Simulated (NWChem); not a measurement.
**BCl2F (SMILES FB(Cl)Cl) at HF/3-21G**

Aim: the vertical singlet–triplet gap of BCl2F at HF/3-21G, from 2 runs. Input form: an ASE script.

The results are computed with NWChem 7.3.0.

7 further runs of the same task are left out: 3 that didn't finish, 4 set aside as unsound or not needed. Runs told in other sessions of the task aren't counted.

## Step 1: The structure to begin with

BCl2F: 4 atoms, total charge 0, spin state singlet. SMILES: `FB(Cl)Cl`. The coordinates come from a PBE0-D4/def2-TZVP relaxation.

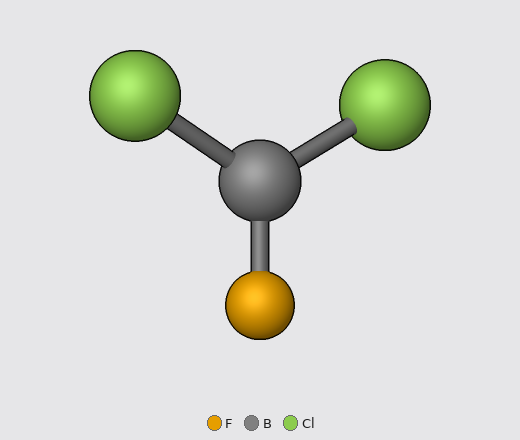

Viewed from a chosen angle; fluorine amber, boron grey, chlorine green.

## Step 2: Energy and forces at HF/3-21G

mol.xyz reads:

```xyz
4
BCl2F
F      0.114370    -1.165320    -0.781190
B      0.007910    -0.080610    -0.054040
Cl    -1.549540     0.373780     0.571420
Cl     1.427260     0.872140     0.263810
```

run.py reads:

```python
from ase.io import read
from ase.calculators.nwchem import NWChem

system = read('mol.xyz')

calc = NWChem(
    label='mol',
    theory='scf',
    memory='2200 mb',
    basis='3-21G',
    basispar='spherical bse',
    scf={'nopen': '0', 'rhf': None, 'thresh': '1e-08', 'maxiter': '80'},
)
system.calc = calc

forces = system.get_forces()
print("Total energy (eV):", round(system.get_potential_energy(), 6))
print("forces (eV/A):")
for s, f in zip(system.symbols, forces):
    print(f"{s:2s} {f[0]:10.5f} {f[1]:10.5f} {f[2]:10.5f}")
print("dipole (e A):", system.get_dipole_moment().round(4))
```

Command:

```sh
$ export ASE_NWCHEM_COMMAND="nwchem PREFIX.nwi > PREFIX.nwo"
$ python run.py
```

Standard output:

```text
Total energy (eV): -28250.200831
forces (eV/A):
F     0.11339   -1.15535   -0.77452
B    -0.04402    0.44861    0.30077
Cl   -0.87022    0.21350    0.32324
Cl    0.80090    0.49329    0.15056
dipole (e A): [ 0.0042 -0.0433 -0.029 ]
```

The calculator wrote mol.nwi:

```
title "mol"

permanent_dir mol

scratch_dir mol

start mol

geometry units angstrom nocenter noautosym noautoz
  F  1.1437000000000000e-01 -1.1653199999999999e+00 -7.8119000000000005e-01
  B  7.9100000000000004e-03 -8.0610000000000001e-02 -5.4039999999999998e-02
  Cl -1.5495399999999999e+00 3.7378000000000000e-01 5.7142000000000004e-01
  Cl 1.4272600000000000e+00 8.7214000000000003e-01 2.6380999999999999e-01
end

memory 2200 mb

basis spherical bse noprint
   * library 3-21G
end

scf
  nopen 0
  rhf
  thresh 1e-08
  maxiter 80
end

task scf gradient
```

mol.nwo, shortened:

```text
[...]
         Total SCF energy =  -1038.175740332133
      One-electron energy =  -1797.715350437061
      Two-electron energy =    577.870524160439
 Nuclear repulsion energy =    181.669085944489
[... 3 lines left out ...]
             Final eigenvalues
[... 38 lines left out ...]
                       ROHF Final Molecular Orbital Analysis
[...]
  wavefunction    =   RHF
                         RHF ENERGY GRADIENTS
    atom               coordinates                        gradient
                 x          y          z           x          y          z
   1 F       0.216128  -2.202135  -1.476235   -0.002205   0.022468   0.015062
   2 B       0.014948  -0.152331  -0.102121    0.000856  -0.008724  -0.005849
   3 Cl     -2.928206   0.706342   1.079827    0.016923  -0.004152  -0.006286
   4 Cl      2.697130   1.648106   0.498529   -0.015575  -0.009593  -0.002928
[...]
```

Run time: 4.2 s. Hardware: 1 thread of Intel Xeon Platinum 8259CL at 2.50GHz (Skylake/Cascade Lake), shared host; peak memory 0.1 GiB.

## Step 3: The triplet: a single-point energy at UHF/3-21G

run.py reads:

```python
from ase import Atoms
from ase.calculators.nwchem import NWChem

molecule = Atoms('FBClCl', positions=[
    [0.114370, -1.165320, -0.781190],
    [0.007910, -0.080610, -0.054040],
    [-1.549540, 0.373780, 0.571420],
    [1.427260, 0.872140, 0.263810],
])

calc = NWChem(
    label='bcl2f',
    theory='scf',
    memory='2200 mb',
    basis='3-21G',
    basispar='spherical bse',
    scf={'nopen': '2', 'uhf': None, 'thresh': '1e-08', 'maxiter': '80'},
    task='energy',
)
molecule.calc = calc

e = molecule.get_potential_energy()
print(f"E = {e:.6f} eV")
```

Command:

```sh
$ export ASE_NWCHEM_COMMAND="nwchem PREFIX.nwi > PREFIX.nwo"
$ python run.py
```

Standard output:

```text
E = -28242.716224 eV
```

The calculator wrote bcl2f.nwi:

```
title "bcl2f"

permanent_dir bcl2f

scratch_dir bcl2f

start bcl2f

geometry units angstrom nocenter noautosym noautoz
  F  1.1437000000000000e-01 -1.1653199999999999e+00 -7.8119000000000005e-01
  B  7.9100000000000004e-03 -8.0610000000000001e-02 -5.4039999999999998e-02
  Cl -1.5495399999999999e+00 3.7378000000000000e-01 5.7142000000000004e-01
  Cl 1.4272600000000000e+00 8.7214000000000003e-01 2.6380999999999999e-01
end

memory 2200 mb

basis spherical bse noprint
   * library 3-21G
end

scf
  nopen 2
  uhf
  thresh 1e-08
  maxiter 80
end

task scf energy
```

bcl2f.nwo, shortened:

```text
[...]
      One electron energy =  -1797.429645402532
[... 1 line left out ...]
 Nuclear repulsion energy =    181.669085944489
[... 47 lines left out ...]
          Final beta eigenvalues
[... 212 lines left out ...]
                     UHF Final Beta Molecular Orbital Analysis
[...]
```

Wall time 5.1 s (1 thread of Intel Xeon Platinum 8259CL at 2.50GHz (Skylake/Cascade Lake), shared host); peak memory 0.1 GiB.

## Step 4: Summary of results

At HF/3-21G:

| quantity | value |
| --- | --- |
| singlet: total energy | -1038.17574 Eh |
| singlet: dipole moment | 0.25 D |
| singlet: HOMO energy | -13.19 eV |
| singlet: LUMO energy | 2.65 eV |
| singlet: HOMO–LUMO gap | 15.84 eV |
| singlet: largest force on an atom | 1.396 eV/Å |
| triplet: total energy | -1037.90069 Eh |
| triplet: dipole moment | 2.07 D |
| triplet: HOMO energy (highest over α and β) | -5.92 eV |
| triplet: LUMO energy (lowest over α and β) | -5.03 eV |
| triplet: ⟨S²⟩ | 2.024 |
| vertical energy of the triplet above the singlet | 7.485 eV |

In words: At this shape the triplet lies 7.48 eV (173 kcal/mol) above the singlet. The largest force (singlet) is 1.40 eV/Å: the shape isn't a stationary point for this species at this level. Mulliken charges (singlet) run from -0.31 on F1 to +0.67 on B2.
